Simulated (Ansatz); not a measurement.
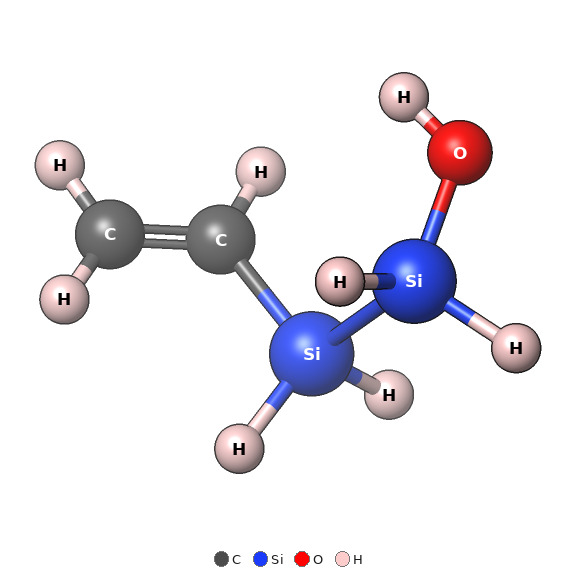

Orthographic view. Depth is shown by fading: the farther an atom, the more it takes the colour of the background. The geometry was computed by an optimisation with PBE0-D4/def2-TZVP.

### Write the InChI string.

InChI=1S/C2H8OSi2/c1-2-4-5-3/h2-3H,1,4-5H2
